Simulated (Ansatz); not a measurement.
**Where V_H (site 2) puts its levels in the gap of BeH2 (Ibam)**

Wanted: the transition levels of a vacancy in BeH2 (Ibam), from a cell of 72 host atoms with 1 H taken out.

Program: Ansatz 0.2.0. Level of theory: place-levels on PBEsol runs: charge-transition levels and formation energies with image-charge correction and potential alignment at the atomic sites. Results are calculated unless marked as measured.

### 1. The structure

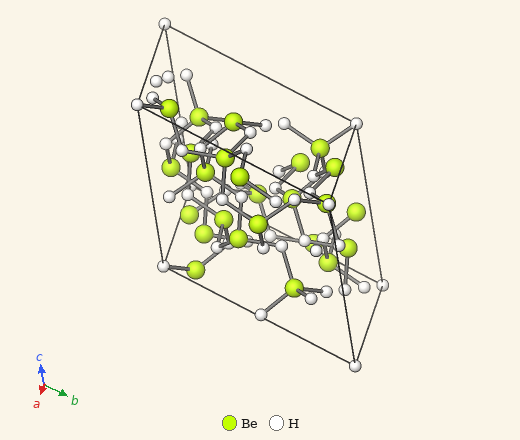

The cell as given, slightly off an axis (beryllium green, hydrogen white). Bonds to atoms that aren't drawn are left out. Some periodic images of atoms are drawn too.

The cell holds 71 atoms: 24 Be and 47 H. Its edges and angles: a = 11.555 Å, b = 8.530 Å, c = 9.625 Å, α = 78.8°, β = 46.4°, γ = 54.8°. It derives from BeH2 (space group Ibam). Nearest the centre at fractional (0.539, 0.461, 0.280): Be23 at 1.44 Å, Be14 at 1.44 Å, H69 at 2.33 Å, H65 at 2.33 Å, H41 at 2.34 Å, H43 at 2.34 Å, H35 at 2.38 Å, H59 at 2.38 Å.

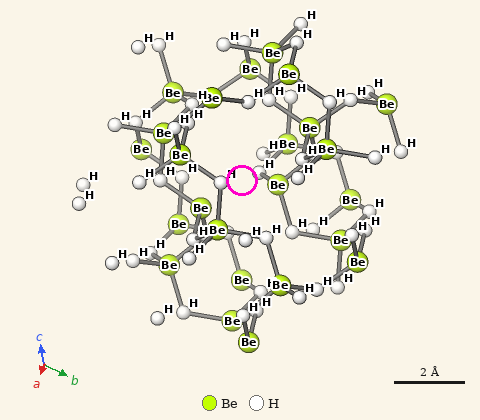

The atoms within 5 Å of the centre. A ring marks the centre wherever it is empty. Bonds to atoms that aren't drawn are left out.

Known beforehand: the electronic dielectric constant, (3.63, 3.74, 3.59), and the static one, (4.37, 5.16, 5.26), from a response run on this crystal (DFPT, PBEsol) at that run's own cell.

The cell's shortest repeat is 8.0 Å.

### 2. The runs of each charge state

A transition level is the Fermi level at which two charge states cost the same, so each charge needs its own total energy, at its own relaxed structure.

Each atom starts 0.05 Å or so off its site in a random direction: a symmetric start keeps its symmetry, and would miss off-centre moves and Jahn–Teller distortions. Forces are taken at one point at (¼, ¼, ¼). The cell holds 1 electron more than the neutral one, with a uniform background that keeps it neutral on the whole.

The sampling was tested on the host first: at the k-points planned (1x1x1 shifted 0.25 0.25 0.25) its energy lies 0.000 eV an atom from the dense-mesh value, under the bound of 0.02 eV set for this test; that bounds the host's error, not the defect's.

One of the inputs; charge, spin and start change from state to state.

Input file qm1.relax/input.yaml:

```yaml
crystal:
  lattice:
    - [0.0, 8.75735955, 7.53777216]
    - [3.99332615, 0.0, 7.53777216]
    - [3.99332615, 8.75735955, 0.0]
  atoms:
    - { symbol: Be, position: [0.125, 0.625, 0.375] }
    - { symbol: Be, position: [0.375, 0.875, 0.625] }
[... 1 atom line left out ...]
    - { symbol: Be, position: [0.875, 0.375, 0.125] }
[... 1 atom line left out ...]
    - { symbol: Be, position: [0.375, 0.875, 0.125] }
    - { symbol: Be, position: [0.625, 0.125, 0.375] }
[... 4 atom lines left out ...]
    - { symbol: Be, position: [0.77468412, 0.22531588, 0.39340939] }
[... 1 atom line left out ...]
    - { symbol: Be, position: [0.39340939, 0.60659061, 0.27468412] }
[... 6 atom lines left out ...]
    - { symbol: Be, position: [0.22531588, 0.77468412, 0.60659061] }
[... 1 atom line left out ...]
    - { symbol: Be, position: [0.72531588, 0.27468412, 0.10659061] }
[... 2 atom lines left out ...]
    - { symbol: H, position: [0.41190418, 0.24209117, 0.49854513] }
[... 5 atom lines left out ...]
    - { symbol: H, position: [0.75790883, 0.58809582, 0.15254049] }
    - { symbol: H, position: [0.24854513, 0.59745951, 0.66190418] }
[... 1 atom line left out ...]
    - { symbol: H, position: [0.74854513, 0.09745951, 0.16190418] }
[... 3 atom lines left out ...]
    - { symbol: H, position: [0.59745951, 0.24854513, 0.49209117] }
[... 1 atom line left out ...]
    - { symbol: H, position: [0.21958051, 0.78041949, 0.46069034] }
[... 1 atom line left out ...]
    - { symbol: H, position: [0.71958051, 0.28041949, 0.96069034] }
[... 13 atom lines left out ...]
    - { symbol: H, position: [0.40254049, 0.75145487, 0.50790883] }
[... 1 atom line left out ...]
    - { symbol: H, position: [0.90254049, 0.25145487, 0.00790883] }
[... 3 atom lines left out ...]
    - { symbol: H, position: [0.75145487, 0.40254049, 0.33809582] }
[... 1 atom line left out ...]
    - { symbol: H, position: [0.49209117, 0.66190418, 0.09745951] }
[... 3 atom lines left out ...]
    - { symbol: H, position: [0.33809582, 0.50790883, 0.25145487] }
[... 1 atom line left out ...]
    - { symbol: H, position: [0.83809582, 0.00790883, 0.75145487] }
  host:
    repeats: [1, 1, 1]
    atoms:
      - { symbol: Be, position: [0.125, 0.625, 0.375] }
      - { symbol: Be, position: [0.375, 0.875, 0.625] }
      # ... 70 more atoms of the perfect host
total_charge: -1
basis:
  ecutwfc: 420
  xc_grid: 2
hamiltonian:
  xc: pbesol
kpoints:
  mp_grid: { grid: [1, 1, 1], shift: [0.25, 0.25, 0.25] }
scf:
  occupations: { method: fixed }
  max_iter: 100
output:
  forces: true
  charged_corrections:
    epsilon: [3.63, 3.74, 3.59]
    static_epsilon: [4.37, 5.16, 5.26]
    defect_position: [0.53931, 0.46069, 0.280419]
relax:
  f_tol: 0.02
  max_steps: 80
  random_displacement: { amplitude: 0.05, seed: 4774 }
checkpoint:
  write: "../qm1.relax.run"
  compress: false
  write_wavefunctions: true
  write_every: 100000
```

The run is started by

```sh
$ ansatz run input.yaml --threads 4 --pin off --max-ram 7536MiB --backend cpu --events-out ev --progress --plain --runs-dir out
```

The relaxed structure is kept and the sampling changed to a 2×2×2 shifted mesh.

The run of this state that the levels use, under PBEsol:

Input file qm1.point/input.yaml:

```yaml
crystal:
  checkpoint: "../qm1.relax.run"
  host: checkpoint
total_charge: -1
basis:
  ecutwfc: 420
  xc_grid: 2
hamiltonian:
  xc: pbesol
kpoints:
  mp_grid: { grid: [2, 2, 2], shift: [0.5, 0.5, 0.5] }
scf:
  occupations: { method: fermi_dirac, width: 0.01 }
  max_iter: 100
output:
  forces: true
  eigenvalues: true
  charged_corrections:
    epsilon: [3.63, 3.74, 3.59]
    static_epsilon: [4.37, 5.16, 5.26]
    defect_position: [0.53931, 0.46069, 0.280419]
  eigenstates: { localisation: true }
  populations: true
  band_densities: [{ bands: [v1, v1] }, { bands: [c1, c1] }]
  write_density: true
  write_potential: true
  volumetric_format: npy
checkpoint:
  read: "../qm1.relax.run"
  write: "../qm1.point.run"
  compress: false
  write_wavefunctions: false
  write_every: 100000
```

Relaxations under PBEsol at one point at (¼, ¼, ¼); times on 4 threads of Arm Neoverse V1, shared host:

```tsv
charge	moment (μB)	occupations	outcome	steps	largest displacement against the far atoms (Å)	time
−1	0	fixed	converged	7	0.19	18 s
0	1	fixed	converged	7	0.09	33 s
+1	0	fixed	converged	17	0.84	40 s
```

Single points under PBEsol at a 2×2×2 shifted mesh; times on 4 threads of Arm Neoverse V1, shared host:

```tsv
charge	moment (μB)	occupations	outcome	time
−1	0	fermi-dirac	converged	17 s
0	1	fermi-dirac	converged	40 s
+1	0	fermi-dirac	converged	16 s
```

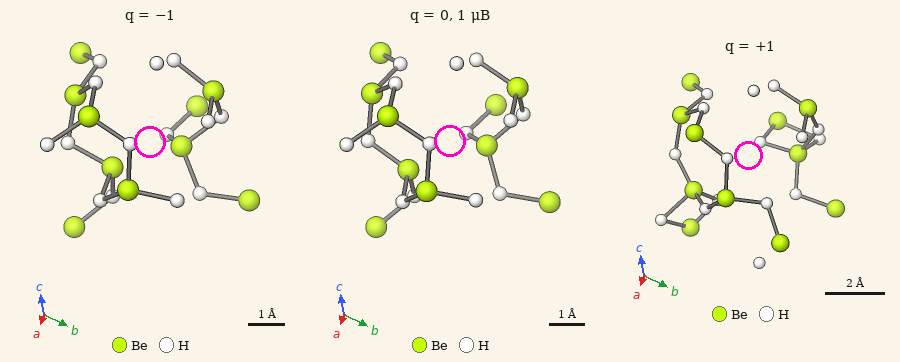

The structures near the centre after relaxation with PBEsol, by charge. A ring marks the centre wherever it is empty. Bonds to atoms that aren't drawn are left out.

Distances (Å) from the ideal centre to the nearest atoms after relaxation with PBEsol:

```tsv
charge	moment (μB)	1.	2.	3.	4.	5.	6.
−1	0	Be 1.28	Be 1.32	H 2.26	H 2.28	H 2.32	H 2.35
0	1	Be 1.45	Be 1.46	H 2.27	H 2.30	H 2.31	H 2.35
+1	0	H 2.04	Be 2.22	Be 2.23	H 2.28	H 2.38	H 2.53
```

### 3. place-levels, PBEsol

A charged cell interacts with its images and the background, and its potential has another zero than the host's. place-levels removes the first by a point-charge model, screened by the static dielectric constant since the ions have relaxed around the charge, and the second by comparing potentials at atoms far from the defect.

The host is a run of the defect-free crystal in the same cutoffs, grids and k-points, so that basis and sampling errors cancel in part in the differences. Its band edges come from a run of the primitive cell that searches the zone for them. Chemical potentials are energies per atom of H (H2 molecule), run with the same functional and cutoff.

Input file levels.point.yaml:

```yaml
host:
  run: host.point.run
  levels_from: { run: edges.point.run }
states: [qm1.point.run, q0_M1.point.run, qp1.point.run]
geometry_from:
  qm1.point.run: qm1.relax.run
  q0_M1.point.run: q0_M1.relax.run
  qp1.point.run: qp1.relax.run
  host.point.run: host.relax.run
chemical_potentials:
  H:
    energy: -15.609288
    dataset: "<sha256 of the dataset>"
epsilon: [3.63, 3.74, 3.59]
static_epsilon: [4.37, 5.16, 5.26]
vertical:
  - { from: qm1.point.run, to: qm1.point_neutral.run }
  - { from: qp1.point.run, to: qp1.point_neutral.run }
```

The run is started by

```sh
$ ansatz place-levels levels.point.yaml -- --threads 4 --pin off --max-ram 7536MiB
```

Numbers of over 12 decimals in the logs are rounded to 6 here.

The program printed:

```text
[... repeated set-up lines and file paths are left out, and long positions are rounded to six places ...]
(+1/0) 3.086 eV above the valence edge, 1.741 eV under the conduction edge
(0/-1) 3.522 eV above the valence edge, 1.306 eV under the conduction edge
formation energy of charge +1: -1.360 eV with the Fermi level at the valence edge
formation energy of charge 0: +1.726 eV with the Fermi level at the valence edge
formation energy of charge -1: +5.248 eV with the Fermi level at the valence edge
vertical -1 to 0: no energy, since no alignment is typed
  the change from vertical[0].from (qm1.point.run) to vertical[0].to (qm1.point_neutral.run): by its potential at epsilon [3.63, 3.74, 3.59] it stands at 0.546 0.450 0.236, with an rms radius of about 2.0 Å (1.3 1.3 0.9 Å across the planes of the cell's [...]
vertical +1 to 0: no energy, since no alignment is typed
  the change from vertical[1].from (qp1.point.run) to vertical[1].to (qp1.point_neutral.run): by its potential at epsilon [3.63, 3.74, 3.59] it stands at 0.281 0.527 0.281, with an rms radius of about 3.5 Å (2.4 2.0 1.6 Å across the planes of the cell's [...]
  edges by pbesol of host.levels_from (edges.point.run), its mesh sampled to repeats of 31.95 Å (the valence edge +0.207 eV and the conduction edge -0.520 eV from those of the host's own run), gap 4.827 eV; the host is sampled to repeats of 17.06 Å
  the defect's cells are sampled to repeats of 17.06 Å, like sampling
  charge +1: -2906.9782 eV with its correction of +0.384 eV, at epsilon [4.37, 5.16, 5.26], aligned at sites: -0.1354 eV, mean over 11 atomic sites at or beyond 3.99 Å from the defect at [0.5393, 0.4607, 0.2804], with +0.017318 for the charge's moments and [...]
  charge 0: +0.000 eV for its dipole among its images, +0.000 omitted
  charge -1: -2902.2200 eV with its correction of +0.507 eV, at epsilon [4.37, 5.16, 5.26], aligned at sites: +0.0126 eV, mean over 11 atomic sites at or beyond 3.99 Å from the defect at [0.5393, 0.4607, 0.2804], with -0.001712 for the charge's moments and [...]
  of states[2] (qp1.point.run): it parts from the run at its places by a charge that spreads by about 2.4 Å along one vector (1.1 Å or more is wide), by its potential at epsilon [3.63, 3.74, 3.59], taken for that of held ions (one typed too small widens it), [...]
  of states[0] (qm1.point.run): it parts from the run at its places by a charge that spreads by about 1.3 Å along one vector (1.1 Å or more is wide), by its potential at epsilon [3.63, 3.74, 3.59], taken for that of held ions (one typed too small widens it), [...]
  of vertical[0].from (qm1.point.run): its displacements don't fall off away from the defect: farther atoms stand 0.029 Å off the host's places. [...]
  of vertical[0].to (qm1.point_neutral.run): its displacements don't fall off away from the defect: farther atoms stand 0.029 Å off the host's places. [...]
  of vertical[1].from (qp1.point.run): its sublattices stand up to 0.0708 Å off the host's, which by the two runs' forces adds about -0.01 eV to its energy against the host's, and moves the band edges: relax the crystal first, and build the cells on it; [...]
```

The job ended after 0.39 s (4 threads of Arm Neoverse V1, shared host).

Levels between the charges placed, in eV above the valence top:

```tsv
	gap (eV)	(+1/0)	(0/−1)
PBEsol	4.83	3.09	3.52
```

Corrections by state:

```tsv
charge	moment (μB)	image terms and alignment (eV)	band filling (eV)	ε used	over the lowest of its charge, as the program ranks them, band filling apart (eV)
+1	0.0	0.384	-	principal values (4.37, 5.16, 5.26)	0.000
0	1.0	0.000	-	-	0.000
−1	0.0	0.507	-	principal values (4.37, 5.16, 5.26)	0.000
```

The charged structures listed were also run neutral, and place-levels reads from each pair, by the potential or the spins, how wide the charge is by which they differ; that can be the carrier of either run.

```tsv
charge	rms radius (Å)	spread where it is widest against the cell (Å)	wide from (Å)	reading
+1	3.5	2.36	1.13	wide
−1	2.0	1.28	1.13	wide
```

The neutral runs of these pairs need not share the spin of the lowest neutral state, and very wide values only mean spread over the cell.

From the program's caveats on the states, each cut to its opening words:

- charge +1: it parts from the run at its places by a charge that spreads by about 2.4 Å along one vector (1.1 Å or more is wide), by its potential at epsilon [3.63, 3.74, [...]
- charge +1: its sublattices stand up to 0.0708 Å off the host's, which by the two runs' forces adds about -0.01 eV to its energy against the host's, and moves the band [...]
- charge −1: it parts from the run at its places by a charge that spreads by about 1.3 Å along one vector (1.1 Å or more is wide), by its potential at epsilon [3.63, 3.74, [...]
- charge −1: its alignment with the host at atomic sites is doubtful: the mean over the far sites moves by -0.0854 eV from their farther parts to their nearer, more than [...]
- charge −1: its displacements don't fall off away from the defect: farther atoms stand 0.029 Å off the host's places

The host's formation energy from the elements is -0.062 eV per atom; it sets how far the chemical potentials can move.

Limit set by the element alone; other compounds of these elements are not counted. Chemical potentials from the elements' reference states: Be 0.00 eV, H -0.09 eV. Formation energy by charge state (Be-rich; gap 4.83 eV):

```tsv
charge	at valence top (eV)	at conduction bottom (eV)	correction included (eV)
+1	-1.45	3.37	0.38
0	1.63	1.63	0.00
−1	5.15	0.33	0.51
```

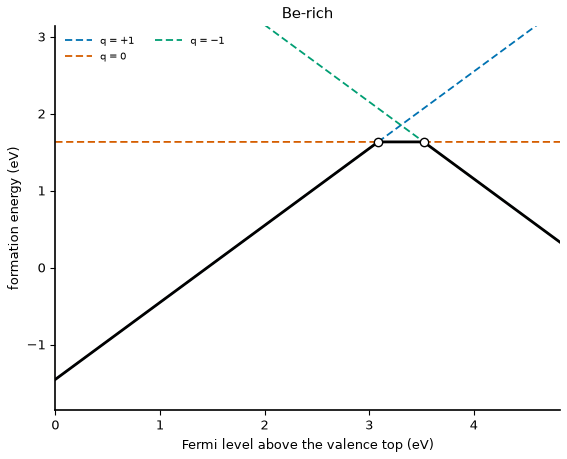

Formation energy against Fermi level; the thick line follows the lowest charge state and circles mark the transition levels.

Limit set by the element alone; other compounds of these elements are not counted. Chemical potentials from the elements' reference states: H 0.00 eV, Be -0.19 eV. Formation energies (H-rich), with the Fermi level at the valence top and at the conduction bottom (gap 4.83 eV):

```tsv
charge	at valence top (eV)	at conduction bottom (eV)	correction included (eV)
+1	-1.36	3.47	0.38
0	1.73	1.73	0.00
−1	5.25	0.42	0.51
```

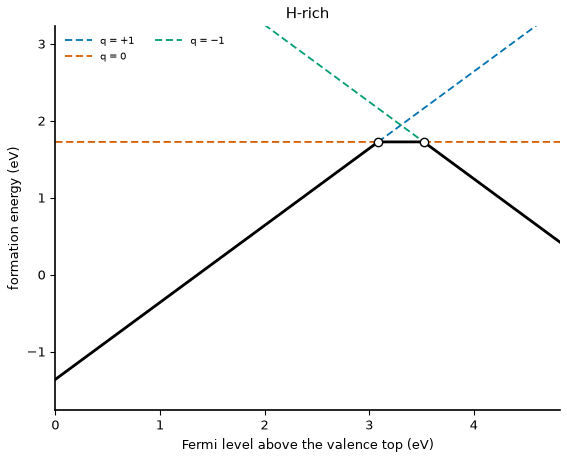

Formation energy against Fermi level; the thick line follows the lowest charge state and circles mark the transition levels.

### 4. The same at the relaxations' own k-points

The relaxations' own energies give the levels at their sampling, for comparison.

Input file levels.relax_mesh.yaml:

```yaml
host:
  run: host.relax.run
  levels_from: { run: edges.relax.run }
states: [qm1.relax.run, q0_M1.relax.run, qp1.relax.run]
chemical_potentials:
  H:
    energy: -15.609288
    dataset: "<sha256 of the dataset>"
```

The run is started by

```sh
$ ansatz place-levels levels.relax_mesh.yaml -- --threads 4 --pin off --max-ram 7536MiB
```

The program printed:

```text
(+1/0) 3.067 eV above the valence edge, 1.761 eV under the conduction edge
(0/-1) 3.484 eV above the valence edge, 1.343 eV under the conduction edge
formation energy of charge +1: -1.327 eV with the Fermi level at the valence edge
formation energy of charge 0: +1.739 eV with the Fermi level at the valence edge
formation energy of charge -1: +5.224 eV with the Fermi level at the valence edge
  edges by pbesol of host.levels_from (edges.relax.run), its mesh sampled to repeats of 31.95 Å (the valence edge +0.218 eV and the conduction edge -0.630 eV from those of the host's own run), gap 4.827 eV; the host is sampled to repeats of 8.53 Å
[... the lines on each state left out ...]
```

Wall time 0.16 s (4 threads).

Levels between neighbouring charges, in eV above the valence top:

```tsv
	gap (eV)	(+1/0)	(0/−1)
one point at (¼, ¼, ¼)	4.83	3.07	3.48
a 2×2×2 shifted mesh	4.83	3.09	3.52
```

Going from one point at (¼, ¼, ¼) to a 2×2×2 shifted mesh moves the levels that carry no band-filling term by up to 0.04 eV and formation energies against the elements by up to 0.03 eV.

### 5. What came out

```json
{"gap of the host": "4.83 eV (PBEsol)", "level (plus 1/0)": "3.09 eV above the valence top", "level (0/minus 1)": "3.52 eV above the valence top", "lowest of the charges placed, just above the valence top (0.02 eV)": "+1", "lowest of the charges placed, just below the conduction bottom (0.02 eV)": "−1", "lowest formation energy at mid-gap of the charges run, Be-rich": "0.96 eV", "lowest formation energy at mid-gap of the charges run, H-rich": "1.05 eV"}
```

Of the charges placed (−1, 0 and +1), the lowest changes at 3.09 eV (+1/0) and 3.52 eV (0/−1) above the valence top, in a gap of 4.83 eV. Charges above +1 and below −1 were not placed, so these runs say nothing of levels that involve them. States placed: +1 at 0 μB; 0 at 1 μB; −1 at 0 μB. Other spin states or structures, where not listed, weren't placed. Going from one point at (¼, ¼, ¼) to a 2×2×2 shifted mesh moves the levels that carry no band-filling term by up to 0.04 eV and formation energies against the elements by up to 0.03 eV. The program doubts the alignment of potentials for at least one state, a sign that the cell is small. Keep in mind: the images are only 8.0 Å apart; PBEsol makes the gap too small and tends to spread out bound carriers.

[Logs are printed without paths, hosts, clocks, repeated set-up lines and the standing remarks that a program may print on its own settings, such as how far it seeks lower states.]

[Hosts, paths, dates, database ids (printed as entryN), source tags and the programs' standing remarks are cut or masked in the printed files.]

[Where a table of states has a column of steps, it counts the stored structures, which are thinned; the runs took as many ionic steps or more.]

[A defect's name tells the site on which it was built; relaxed atoms can leave that site.]

[For some hosts the program warned that the k-mesh of the response run may be too coarse for force constants and the static dielectric constant; such warnings are not shown here.]
